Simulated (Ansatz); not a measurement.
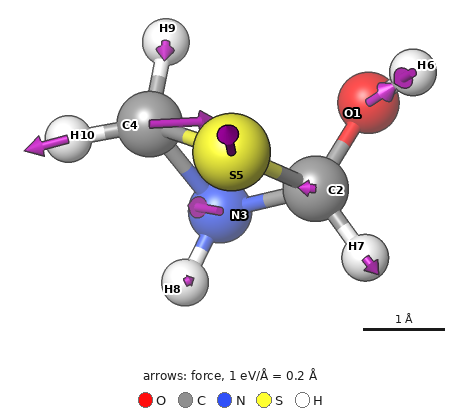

Starting geometry of C$_{2}$H$_{5}$NOS (coarse preliminary run) with the computed forces as purple arrows. Style: ball-and-stick. Shown face on.

The start comes from a force field.

Method: RKS PBE-D4/def2-SVP in Ansatz 0.2.0.

Input
```yaml
crystal:
  periodic: [false, false, false]
  atoms:
    - {symbol: O, position_ang: [-1.595800, 0.514300, 0.336200]}
    - {symbol: C, position_ang: [-0.745800, -0.137900, -0.529700]}
    - {symbol: N, position_ang: [0.141500, -0.989700, 0.200200]}
    - {symbol: C, position_ang: [1.145500, 0.106900, 0.618400]}
    - {symbol: S, position_ang: [0.693000, 0.851200, -0.992900]}
    - {symbol: H, position_ang: [-1.867800, 1.368400, -0.189700]}
    - {symbol: H, position_ang: [-1.238900, -0.627300, -1.347800]}
    - {symbol: H, position_ang: [0.690500, -1.603800, -0.431600]}
    - {symbol: H, position_ang: [0.747800, 0.675100, 1.545500]}
    - {symbol: H, position_ang: [2.113100, -0.208200, 0.794300]}
basis:
  gaussian: {orbitals: def2-SVP}
hamiltonian: {xc: pbe, dispersion: d4}
relax: {f_tol: 0.03, max_steps: 200}
```

Command:
```bash
ansatz run in.yaml --threads 4 --pin off --events-out ev --progress --plain --max-ram 10444MiB
```

### Is this structure relaxed? If not, where do the atoms go?

It isn't relaxed: the largest force vector, on C4, is 4.54 eV/Å. The final displacements have little in common with the starting forces (cosine between the two patterns 0.11). The energy falls by 25.0 kcal/mol in 12 accepted moves (14 points after the start). Largest force component: 4.5 eV/Å at the start, 0.0049 eV/Å at the end. The line search rejected the trial steps at points 10, 13 of the run. The atom that moves furthest after the best rigid fit is H6 (1.11 Å). By element the largest moves are H 1.11 Å, S 0.88 Å, O 0.50 Å, N 0.48 Å, C 0.28 Å. Among the contacts that change: C2–S5 1.806 → 1.908 Å, N3–C4 1.544 → 1.458 Å, C4–H10 1.033 → 1.115 Å, O1–H6 1.039 → 0.976 Å. Among the angles between lasting bonds that change: C4–N3–H8 103.9° → 117.7°, S5–C4–H10 120.4° → 111.4°, N3–C4–S5 83.7° → 92.4°. Groups turn about C2–N3 by about 60°, N3–C4 by about 55°, O1–C2 by about 40°.
